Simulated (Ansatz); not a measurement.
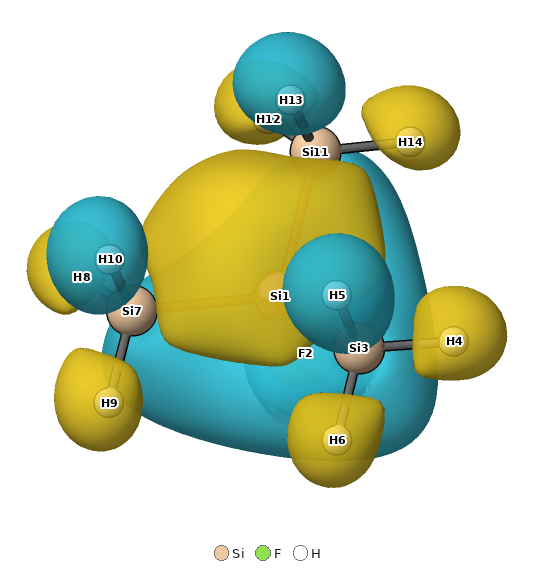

Figure. FH9Si4. The LUMO at ±0.05 Å⁻³ᐟ² (yellow and cyan are the two phases), seen at a tilt.

All numbers below come from Ansatz 0.2.0, RKS PBE0/def2-SVP.

```xyz
14

Si    0.0121   -0.0758    0.0051
F     0.0434   -0.2751    1.6388
Si    2.2291    0.0635   -0.7686
H     2.9870   -1.1805   -0.4328
H     2.1920    0.2247   -2.2561
H     2.9276    1.2413   -0.1690
Si   -1.1584    1.9059   -0.4808
H    -2.5708    1.8229    0.0020
H    -0.4907    3.0831    0.1542
H    -1.1618    2.0903   -1.9662
Si   -1.0750   -1.9301   -0.9502
H    -2.4708   -2.0519   -0.4270
H    -1.1258   -1.7253   -2.4328
H    -0.3286   -3.1930   -0.6589
```

Q: Describe this orbital and give its energy.

A: Its weight (Hirshfeld) is mainly on Si1 (about 35 %), Si3 (about 15 %), Si7 (about 15 %), Si11 (about 15 %) and F2 (about 10 %). Its energy is −1.08 eV.
